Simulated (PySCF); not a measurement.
```csv
atom,x (Å),y (Å),z (Å)
B,3.0791,-0.4385,0.1889
C,1.5718,-0.2598,0.1302
C,0.8420,0.5768,-0.6942
C,-0.5315,0.4765,-0.4648
O,-1.6423,1.0496,-0.9738
C,-2.6821,0.5084,-0.3013
C,-2.2897,-0.4029,0.6342
C,-0.8798,-0.4358,0.5385
S,0.5092,-1.1809,1.2067
H,3.7520,0.1866,-0.5336
H,3.5497,-1.1902,0.9493
H,1.3001,1.2214,-1.4215
H,-3.6608,0.8513,-0.5749
H,-2.9183,-0.9630,1.2942
```

Geometry: GFN2-xTB.

Method: PBE0/pcSseg-1, SCF density, gas phase, non-relativistic (PySCF 2.14.0).

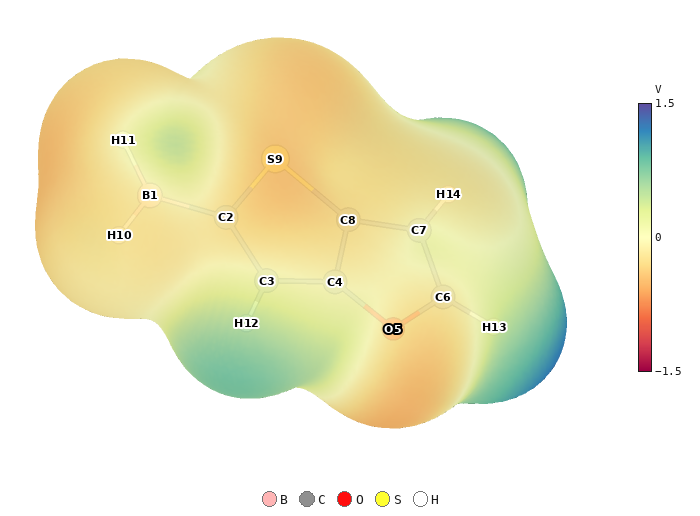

C6H5BOS. The electrostatic potential painted on the density surface at 0.001 e/bohr³, seen at a tilt; the colour scale runs from red (negative) to blue (positive).

**Which sites attract a positive test charge, and which a negative one?**

A positive charge is drawn to the negative regions and a negative charge to the positive ones. The most negative region (about −0.5 V) lies over O5, the most positive (about +1.3 V) over H13.
